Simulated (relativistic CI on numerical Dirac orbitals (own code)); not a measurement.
# Sn⁺: one ion under different settings

How much do the settings matter for Sn⁺? One ion, several inputs.

Method: Dirac-Coulomb-Breit CI, KLI orbitals optimised for each configuration, model QED (radiative potential, 1s self-energy scaled to tabulated hydrogen-like ionisation energies), numerical settings as typed. Code: relativistic CI on numerical Dirac orbitals (own code) version 3.

### 1 The atom as given

| Item | Value |
| --- | --- |
| ion | Sn⁺ (Sn II) |
| nuclear charge | 50 |
| electrons | 49 |
| isotope | A = 120 |

### 2 Usual settings

The run's settings:

```ini
atom Sn  Z=50  charge=1  electrons=49
nucleus A=120  rms_radius_fm=4.6519
hamiltonian dirac-coulomb  breit=on  qed=on  c_scale=1
orbitals kli  potential=per-configuration
slater_scale 1
correlation none
mixing on
grid step=0.0125 r_max=100.6
scf mixing=0.4 start=green max_iterations=150 tolerance=2e-08 node_fill=0.05
configurations
  [Kr] 4d10 5s2 5p
  [Kr] 4d10 5s 5p2
end
```

Started as:

```sh
> python run_levels.py task.json out
```

task.json lists these runs, among others, and the program works through them in turn.

Results of the run (chosen fields of its result record, rounded):

```text
status: converged
levels [i, E_cm, J2, conf, term, w_term, w_jj]:
  - [0, 0, 1, "5s2 5p", "2P*", 1, 1]
  - [1, 4225.9279, 3, "5s2 5p", "2P*", 1, 1]
  - [2, 34429.79, 1, "5s 5p2", "4P", 0.9935, 0.5139]
  - [3, 36196.89, 3, "5s 5p2", "4P", 0.9987, 0.9082]
  - [4, 38724.042, 5, "5s 5p2", "4P", 0.9927, 0.5841]
  - [5, 61434.389, 3, "5s 5p2", "2D", 0.9934, 0.7195]
  - [6, 62451.85, 5, "5s 5p2", "2D", 0.9927, 0.5841]
  - [7, 74738.394, 1, "5s 5p2", "2S", 0.9339, 0.5557]
  - [8, 84069.096, 1, "5s 5p2", "2P", 0.9402, 0.6216]
  - [9, 86384.085, 3, "5s 5p2", "2P", 0.9941, 0.6277]
total_energy [Ha]: -6168.5155028
n_levels_all: 10
overlap: 5.02207e-12
scf_iterations: [13, 12]
orbital_energies [Ha]: {"1s": -1064.89, "2s": -161.087, "2p1/2": -150.438, "2p3/2": -141.986, "3s": -31.5256, "3p1/2": -27.2112, "3p3/2": -25.6624, "3d3/2": -18.0589, "3d5/2": -17.7398, "4s": -5.33052, "4p1/2": -3.90062, "4p3/2": -3.62763, "4d3/2": -1.39204, "4d5/2": -1.35443, "5s": -0.772261, "5p1/2": -0.516367, "5p3/2": -0.496974}
configurations [conf, odd, states, E_av_Ha, breit_Ha, qed_Ha]:
  - ["5s2 5p", 1, 6, -6175.871226, 4.42, 2.949]
  - ["5s 5p2", 0, 30, -6175.62071, 4.42, 2.948]
scf_steps of the first configuration [iteration, E_Ha, residual, outer_eigenvalue_Ha]:
  - [1, -6168.250319, 1.43, -0.6957]
  - [2, -6175.171482, 0.485, -0.5273]
  - [3, -6175.802119, 0.157, -0.4955]
  - [4, -6175.871078, 0.0338, -0.5013]
  - [5, -6175.871731, 0.0162, -0.4989]
  - [6, -6175.870819, 0.00421, -0.4959]
  - [7, -6175.871275, 0.000559, -0.497]
  - [8, -6175.87124, 0.000195, -0.497]
  - [9, -6175.871226, 1.39e-06, -0.497]
  - [10, -6175.871226, 5.11e-07, -0.497]
  - [11, -6175.871226, 4.16e-08, -0.497]
  - [12, -6175.871226, 3.5e-08, -0.497]
  - [13, -6175.871226, 7.16e-11, -0.497]
```

Run time: 0.13 s. Hardware: 1 thread, shared host.

### 3 Potential mixing 0.05, grid step 0.02, start potential bare

Settings: those of step 2 with these lines changed.

```diff
@@ -7,4 +7,4 @@
 mixing on
-grid step=0.0125 r_max=100.6
-scf mixing=0.4 start=green max_iterations=150 tolerance=2e-08 node_fill=0.05
+grid step=0.02 r_max=100.6
+scf mixing=0.05 start=bare max_iterations=150 tolerance=2e-08 node_fill=0.05
 configurations
```

Main fields:

```text
status: converged
levels [i, E_cm, J2, conf, term, w_term]:
  - [0, 0, 1, "5s2 5p", "2P*", 1]
  - [1, 4225.9269, 3, "5s2 5p", "2P*", 1]
  - [2, 34429.785, 1, "5s 5p2", "4P", 0.9935]
  - [3, 36196.884, 3, "5s 5p2", "4P", 0.9987]
  - [4, 38724.036, 5, "5s 5p2", "4P", 0.9927]
  - [5, 61434.38, 3, "5s 5p2", "2D", 0.9934]
  - [6, 62451.842, 5, "5s 5p2", "2D", 0.9927]
  - [7, 74738.385, 1, "5s 5p2", "2S", 0.9339]
  - "... 2 more rows left out ..."
total_energy [Ha]: -6168.515365
n_levels_all: 10
overlap: 1.33035e-10
scf_iterations: [54, 31]
orbital_energies [Ha]: {"1s": -1064.89, "2s": -161.087, "2p1/2": -150.438, "2p3/2": -141.986, "3s": -31.5256, "3p1/2": -27.2112, "3p3/2": -25.6624, "3d3/2": -18.0589, "3d5/2": -17.7398, "4s": -5.33052, "4p1/2": -3.90062, "4p3/2": -3.62762, "4d3/2": -1.39204, "4d5/2": -1.35443, "5s": -0.772261, "5p1/2": -0.516367, "5p3/2": -0.496974}
configurations [conf, odd, states, E_av_Ha, breit_Ha, qed_Ha]:
  - ["5s2 5p", 1, 6, -6175.871088, 4.42, 2.949]
  - ["5s 5p2", 0, 30, -6175.620572, 4.42, 2.948]
scf_steps of the first configuration [iteration, E_Ha, residual, outer_eigenvalue_Ha]:
  - [1, -5450.806963, 13.6, -50.47]
  - [2, -5519.522342, 13, -46.68]
  - [3, -5702.177796, 11.7, -0.8677]
  - [4, -5448.558757, 19.2, -0.2749]
  - [5, -5777.095711, 10.1, -1.223]
  - [6, -6003.752491, 11, -0.2175]
  - [7, -6148.799285, 2.58, -0.1854]
  - [8, -6157.891772, 1.91, -0.1335]
  - [9, -6158.183358, 1.89, -0.1326]
  - [10, -6173.539153, 0.807, -0.192]
  - ["...", "...", "...", "..."]
  - [45, -6175.871088, 1.88e-06, -0.497]
  - [46, -6175.871088, 1.79e-06, -0.497]
  - [47, -6175.871088, 1.48e-06, -0.497]
  - [48, -6175.871088, 9.18e-07, -0.497]
  - [49, -6175.871088, 8.23e-07, -0.497]
  - [50, -6175.871088, 3.27e-07, -0.497]
  - [51, -6175.871088, 3.13e-07, -0.497]
  - [52, -6175.871088, 3.42e-08, -0.497]
  - [53, -6175.871088, 3.05e-08, -0.497]
  - [54, -6175.871088, 1.25e-08, -0.497]
```

Wall time 0.19 s (1 thread, shared host).

### 4 Slater scale 0.5

The run's settings:

```ini
atom Sn  Z=50  charge=1  electrons=49
nucleus A=120  rms_radius_fm=4.6519
hamiltonian dirac-coulomb  breit=on  qed=on  c_scale=1
orbitals kli  potential=per-configuration
slater_scale 0.5
correlation none
mixing on
grid step=0.0125 r_max=100.6
scf mixing=0.4 start=green max_iterations=150 tolerance=2e-08 node_fill=0.05
configurations
  [Kr] 4d10 5s2 5p
  [Kr] 4d10 5s 5p2
end
```

Main fields:

```text
status: converged
levels [i, E_cm, J2, conf, term, w_term]:
  - [0, 0, 1, "5s2 5p", "2P*", 1]
  - [1, 4225.9279, 3, "5s2 5p", "2P*", 1]
  - [2, 44680.356, 1, "5s 5p2", "4P", 0.9787]
  - [3, 46449.773, 3, "5s 5p2", "4P", 0.996]
  - [4, 48585.784, 5, "5s 5p2", "4P", 0.9728]
  - [5, 59398.65, 3, "5s 5p2", "2D", 0.9789]
  - [6, 60280.887, 5, "5s 5p2", "2D", 0.9728]
  - [7, 65742.496, 1, "5s 5p2", "2S", 0.7742]
  - "... 2 more rows left out ..."
total_energy [Ha]: -6168.5155028
n_levels_all: 10
overlap: 5.02207e-12
scf_iterations: [13, 12]
orbital_energies [Ha]: {"1s": -1064.89, "2s": -161.087, "2p1/2": -150.438, "2p3/2": -141.986, "3s": -31.5256, "3p1/2": -27.2112, "3p3/2": -25.6624, "3d3/2": -18.0589, "3d5/2": -17.7398, "4s": -5.33052, "4p1/2": -3.90062, "4p3/2": -3.62763, "4d3/2": -1.39204, "4d5/2": -1.35443, "5s": -0.772261, "5p1/2": -0.516367, "5p3/2": -0.496974}
configurations [conf, odd, states, E_av_Ha, breit_Ha, qed_Ha]:
  - ["5s2 5p", 1, 6, -6175.871226, 4.42, 2.949]
  - ["5s 5p2", 0, 30, -6175.62071, 4.42, 2.948]
scf_steps of the first configuration [iteration, E_Ha, residual, outer_eigenvalue_Ha]:
  - [1, -6168.250319, 1.43, -0.6957]
  - [2, -6175.171482, 0.485, -0.5273]
  - [3, -6175.802119, 0.157, -0.4955]
  - [4, -6175.871078, 0.0338, -0.5013]
  - [5, -6175.871731, 0.0162, -0.4989]
  - [6, -6175.870819, 0.00421, -0.4959]
  - [7, -6175.871275, 0.000559, -0.497]
  - [8, -6175.87124, 0.000195, -0.497]
  - [9, -6175.871226, 1.39e-06, -0.497]
  - [10, -6175.871226, 5.11e-07, -0.497]
  - [11, -6175.871226, 4.16e-08, -0.497]
  - [12, -6175.871226, 3.5e-08, -0.497]
  - [13, -6175.871226, 7.16e-11, -0.497]
```

It took 0.13 s on 1 thread, shared host.

### 5 Potential mixing 0.9, end of the grid 150.9

The run's settings:

```ini
atom Sn  Z=50  charge=1  electrons=49
nucleus A=120  rms_radius_fm=4.6519
hamiltonian dirac-coulomb  breit=on  qed=on  c_scale=1
orbitals kli  potential=per-configuration
slater_scale 1
correlation none
mixing on
grid step=0.0125 r_max=150.9
scf mixing=0.9 start=green max_iterations=150 tolerance=2e-08 node_fill=0.05
configurations
  [Kr] 4d10 5s2 5p
  [Kr] 4d10 5s 5p2
end
```

Main fields:

```text
status: converged
levels [i, E_cm, J2, conf, term, w_term]:
  - [0, 0, 1, "5s2 5p", "2P*", 1]
  - [1, 4225.9279, 3, "5s2 5p", "2P*", 1]
  - [2, 34429.79, 1, "5s 5p2", "4P", 0.9935]
  - [3, 36196.89, 3, "5s 5p2", "4P", 0.9987]
  - [4, 38724.042, 5, "5s 5p2", "4P", 0.9927]
  - [5, 61434.389, 3, "5s 5p2", "2D", 0.9934]
  - [6, 62451.85, 5, "5s 5p2", "2D", 0.9927]
  - [7, 74738.394, 1, "5s 5p2", "2S", 0.9339]
  - "... 2 more rows left out ..."
total_energy [Ha]: -6168.5155028
n_levels_all: 10
overlap: 5.02309e-12
scf_iterations: [11, 10]
orbital_energies [Ha]: {"1s": -1064.89, "2s": -161.087, "2p1/2": -150.438, "2p3/2": -141.986, "3s": -31.5256, "3p1/2": -27.2112, "3p3/2": -25.6624, "3d3/2": -18.0589, "3d5/2": -17.7398, "4s": -5.33052, "4p1/2": -3.90062, "4p3/2": -3.62763, "4d3/2": -1.39204, "4d5/2": -1.35443, "5s": -0.772261, "5p1/2": -0.516367, "5p3/2": -0.496974}
configurations [conf, odd, states, E_av_Ha, breit_Ha, qed_Ha]:
  - ["5s2 5p", 1, 6, -6175.871226, 4.42, 2.949]
  - ["5s 5p2", 0, 30, -6175.62071, 4.42, 2.948]
scf_steps of the first configuration [iteration, E_Ha, residual, outer_eigenvalue_Ha]:
  - [1, -6168.250319, 1.43, -0.6957]
  - [2, -6168.437139, 1.5, -0.4129]
  - [3, -6175.790632, 0.211, -0.5766]
  - [4, -6175.856963, 0.0967, -0.524]
  - [5, -6175.871778, 0.0118, -0.5011]
  - [6, -6175.871044, 0.00253, -0.4961]
  - [7, -6175.871233, 0.000111, -0.497]
  - [8, -6175.871227, 1.56e-05, -0.497]
  - [9, -6175.871226, 3.38e-07, -0.497]
  - [10, -6175.871226, 4.98e-08, -0.497]
  - [11, -6175.871226, 3.37e-10, -0.497]
```

Wall time 0.13 s (1 thread, shared host).

### 6 Slater scale 1.2, tolerance 1e-10

The run's settings:

```ini
atom Sn  Z=50  charge=1  electrons=49
nucleus A=120  rms_radius_fm=4.6519
hamiltonian dirac-coulomb  breit=on  qed=on  c_scale=1
orbitals kli  potential=per-configuration
slater_scale 1.2
correlation none
mixing on
grid step=0.0125 r_max=100.6
scf mixing=0.4 start=green max_iterations=150 tolerance=1e-10 node_fill=0.05
configurations
  [Kr] 4d10 5s2 5p
  [Kr] 4d10 5s 5p2
end
```

Main fields:

```text
status: converged
levels [i, E_cm, J2, conf, term, w_term]:
  - [0, 0, 1, "5s2 5p", "2P*", 1]
  - [1, 4225.9279, 3, "5s2 5p", "2P*", 1]
  - [2, 30285.804, 1, "5s 5p2", "4P", 0.9953]
  - [3, 32088.906, 3, "5s 5p2", "4P", 0.9991]
  - [4, 34744.358, 5, "5s 5p2", "4P", 0.9948]
  - [5, 62228.902, 3, "5s 5p2", "2D", 0.9952]
  - [6, 63355.222, 5, "5s 5p2", "2D", 0.9948]
  - [7, 78261.123, 1, "5s 5p2", "2S", 0.9529]
  - "... 2 more rows left out ..."
total_energy [Ha]: -6168.5155028
n_levels_all: 10
overlap: 5.02207e-12
scf_iterations: [13, 14]
orbital_energies [Ha]: {"1s": -1064.89, "2s": -161.087, "2p1/2": -150.438, "2p3/2": -141.986, "3s": -31.5256, "3p1/2": -27.2112, "3p3/2": -25.6624, "3d3/2": -18.0589, "3d5/2": -17.7398, "4s": -5.33052, "4p1/2": -3.90062, "4p3/2": -3.62763, "4d3/2": -1.39204, "4d5/2": -1.35443, "5s": -0.772261, "5p1/2": -0.516367, "5p3/2": -0.496974}
configurations [conf, odd, states, E_av_Ha, breit_Ha, qed_Ha]:
  - ["5s2 5p", 1, 6, -6175.871226, 4.42, 2.949]
  - ["5s 5p2", 0, 30, -6175.62071, 4.42, 2.948]
scf_steps of the first configuration [iteration, E_Ha, residual, outer_eigenvalue_Ha]:
  - [1, -6168.250319, 1.43, -0.6957]
  - [2, -6175.171482, 0.485, -0.5273]
  - [3, -6175.802119, 0.157, -0.4955]
  - [4, -6175.871078, 0.0338, -0.5013]
  - [5, -6175.871731, 0.0162, -0.4989]
  - [6, -6175.870819, 0.00421, -0.4959]
  - [7, -6175.871275, 0.000559, -0.497]
  - [8, -6175.87124, 0.000195, -0.497]
  - [9, -6175.871226, 1.39e-06, -0.497]
  - [10, -6175.871226, 5.11e-07, -0.497]
  - [11, -6175.871226, 4.16e-08, -0.497]
  - [12, -6175.871226, 3.5e-08, -0.497]
  - [13, -6175.871226, 7.16e-11, -0.497]
```

Run time: 0.14 s. Hardware: 1 thread, shared host.

### 7 Potential mixing 0.001

The run's settings:

```ini
atom Sn  Z=50  charge=1  electrons=49
nucleus A=120  rms_radius_fm=4.6519
hamiltonian dirac-coulomb  breit=on  qed=on  c_scale=1
orbitals kli  potential=per-configuration
slater_scale 1
correlation none
mixing on
grid step=0.0125 r_max=100.6
scf mixing=0.001 start=green max_iterations=50 tolerance=2e-08 node_fill=0.05
configurations
  [Kr] 4d10 5s2 5p
  [Kr] 4d10 5s 5p2
end
```

Main fields:

```text
status: converged
levels [i, E_cm, J2, conf, term, w_term]:
  - [0, 0, 1, "5s2 5p", "2P*", 1]
  - [1, 4225.9279, 3, "5s2 5p", "2P*", 1]
  - [2, 34429.79, 1, "5s 5p2", "4P", 0.9935]
  - [3, 36196.89, 3, "5s 5p2", "4P", 0.9987]
  - [4, 38724.042, 5, "5s 5p2", "4P", 0.9927]
  - [5, 61434.388, 3, "5s 5p2", "2D", 0.9934]
  - [6, 62451.85, 5, "5s 5p2", "2D", 0.9927]
  - [7, 74738.394, 1, "5s 5p2", "2S", 0.9339]
  - "... 2 more rows left out ..."
total_energy [Ha]: -6168.5155028
n_levels_all: 10
overlap: 5.02373e-12
scf_iterations: [22, 20]
orbital_energies [Ha]: {"1s": -1064.89, "2s": -161.087, "2p1/2": -150.438, "2p3/2": -141.986, "3s": -31.5256, "3p1/2": -27.2112, "3p3/2": -25.6624, "3d3/2": -18.0589, "3d5/2": -17.7398, "4s": -5.33052, "4p1/2": -3.90062, "4p3/2": -3.62763, "4d3/2": -1.39204, "4d5/2": -1.35443, "5s": -0.772261, "5p1/2": -0.516367, "5p3/2": -0.496974}
configurations [conf, odd, states, E_av_Ha, breit_Ha, qed_Ha]:
  - ["5s2 5p", 1, 6, -6175.871226, 4.42, 2.949]
  - ["5s 5p2", 0, 30, -6175.62071, 4.42, 2.948]
scf_steps of the first configuration [iteration, E_Ha, residual, outer_eigenvalue_Ha]:
  - [1, -6168.250319, 1.43, -0.6957]
  - [2, -6168.276589, 1.42, -0.6951]
  - [3, -6175.562432, 0.236, -0.4857]
  - [4, -6175.587041, 0.302, -0.4974]
  - [5, -6175.465125, 0.265, -0.4774]
  - [6, -6175.868486, 0.0466, -0.5046]
  - [7, -6175.864596, 0.0678, -0.5069]
  - [8, -6175.861986, 0.0755, -0.5068]
  - [9, -6175.870847, 0.00442, -0.4953]
  - [10, -6175.870868, 0.00424, -0.4953]
  - [11, -6175.8712, 0.000151, -0.497]
  - [12, -6175.871256, 0.000463, -0.497]
  - [13, -6175.871243, 0.000327, -0.497]
  - [14, -6175.871225, 2.48e-05, -0.497]
  - [15, -6175.871226, 5.36e-06, -0.497]
  - [16, -6175.871226, 1.07e-05, -0.497]
  - [17, -6175.871226, 6.29e-08, -0.497]
  - [18, -6175.871226, 6.29e-08, -0.497]
  - [19, -6175.871226, 5.33e-08, -0.497]
  - [20, -6175.871226, 5.43e-08, -0.497]
  - [21, -6175.871226, 5.18e-08, -0.497]
  - [22, -6175.871226, 3.4e-09, -0.497]
```

Run time: 0.18 s. Hardware: 1 thread, shared host.

The value lies outside the usual range, yet the result is unchanged in this case.

### 8 End of the grid 25.15

Settings: those of step 7 with these lines changed.

```diff
@@ -7,4 +7,4 @@
 mixing on
-grid step=0.0125 r_max=100.6
-scf mixing=0.001 start=green max_iterations=50 tolerance=2e-08 node_fill=0.05
+grid step=0.0125 r_max=25.15
+scf mixing=0.4 start=green max_iterations=61 tolerance=2e-08 node_fill=0.05
 configurations
```

Main fields:

```text
status: converged
levels [i, E_cm, J2, conf, term, w_term]:
  - [0, 0, 1, "5s2 5p", "2P*", 1]
  - [1, 4225.9279, 3, "5s2 5p", "2P*", 1]
  - [2, 34429.79, 1, "5s 5p2", "4P", 0.9935]
  - [3, 36196.89, 3, "5s 5p2", "4P", 0.9987]
  - [4, 38724.042, 5, "5s 5p2", "4P", 0.9927]
  - [5, 61434.389, 3, "5s 5p2", "2D", 0.9934]
  - [6, 62451.85, 5, "5s 5p2", "2D", 0.9927]
  - [7, 74738.394, 1, "5s 5p2", "2S", 0.9339]
  - "... 2 more rows left out ..."
total_energy [Ha]: -6168.5155028
n_levels_all: 10
overlap: 5.022e-12
scf_iterations: [13, 12]
orbital_energies [Ha]: {"1s": -1064.89, "2s": -161.087, "2p1/2": -150.438, "2p3/2": -141.986, "3s": -31.5256, "3p1/2": -27.2112, "3p3/2": -25.6624, "3d3/2": -18.0589, "3d5/2": -17.7398, "4s": -5.33052, "4p1/2": -3.90062, "4p3/2": -3.62763, "4d3/2": -1.39204, "4d5/2": -1.35443, "5s": -0.772261, "5p1/2": -0.516367, "5p3/2": -0.496974}
configurations [conf, odd, states, E_av_Ha, breit_Ha, qed_Ha]:
  - ["5s2 5p", 1, 6, -6175.871226, 4.42, 2.949]
  - ["5s 5p2", 0, 30, -6175.62071, 4.42, 2.948]
scf_steps of the first configuration [iteration, E_Ha, residual, outer_eigenvalue_Ha]:
  - [1, -6168.250319, 1.43, -0.6957]
  - [2, -6175.171482, 0.485, -0.5273]
  - [3, -6175.802119, 0.157, -0.4955]
  - [4, -6175.871078, 0.0338, -0.5013]
  - [5, -6175.871731, 0.0162, -0.4989]
  - [6, -6175.87082, 0.00421, -0.4959]
  - [7, -6175.871275, 0.000559, -0.497]
  - [8, -6175.87124, 0.000195, -0.497]
  - [9, -6175.871226, 1.37e-06, -0.497]
  - [10, -6175.871226, 5.11e-07, -0.497]
  - [11, -6175.871226, 4.17e-08, -0.497]
  - [12, -6175.871226, 3.51e-08, -0.497]
  - [13, -6175.871226, 7.16e-11, -0.497]
```

It took 0.13 s on 1 thread, shared host.

The value lies outside the usual range, yet the result is unchanged in this case.

### 9 The runs side by side

| setting | total energy less usual (Ha) | largest shift of a level among the lowest eight of both runs, same label and place (cm⁻¹) | SCF iterations | time | lowest level | kind of change |
| --- | --- | --- | --- | --- | --- | --- |
| usual | 0 | 0 | 25 | 0.13 s | 5p 2P°1/2 | - |
| potential mixing 0.05, grid step 0.02, start potential bare | 0.000138 | 0.00930 | 85 | 0.19 s | 5p 2P°1/2 | numerical |
| Slater scale 0.5 | 0 | 10300 | 25 | 0.13 s | 5p 2P°1/2 | model term |
| potential mixing 0.9, end of the grid 150.9 | 0 | 0 | 21 | 0.13 s | 5p 2P°1/2 | numerical |
| Slater scale 1.2, tolerance 1e-10 | 0 | 4140 | 27 | 0.14 s | 5p 2P°1/2 | model term |
| potential mixing 0.001 | 0 | 0 | 42 | 0.18 s | 5p 2P°1/2 | extreme, harmless here |
| end of the grid 25.15 | 0 | 0 | 25 | 0.13 s | 5p 2P°1/2 | extreme, harmless here |

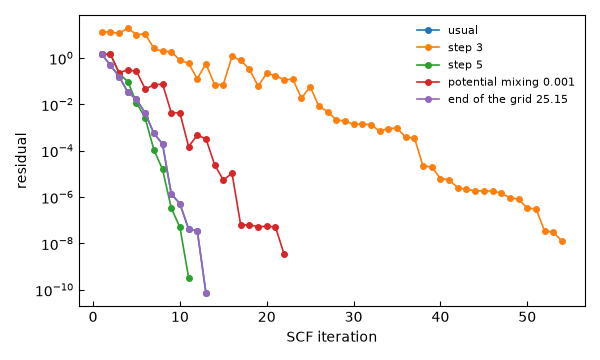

Residual of the first configuration's SCF.

### 10 Summary of results

| quantity | value |
| --- | --- |
| lowest level, usual settings | 5p 2P°1/2 |
| total energy | -6168.5155 Ha |
| first excitation | 4225.9 cm⁻¹ |

In words: Among the runs whose levels can be followed, they move most under «Slater scale 0.5» (model term), by up to 10300 cm⁻¹. No visible change in the result comes from «potential mixing 0.9, end of the grid 150.9» or «potential mixing 0.001» or «end of the grid 25.15». «Potential mixing 0.05, grid step 0.02, start potential bare» costs 85 SCF iterations against 25. Only the listed configurations are in the model. Near neutrality, missing correlation can shift configurations against each other by thousands of cm⁻¹.
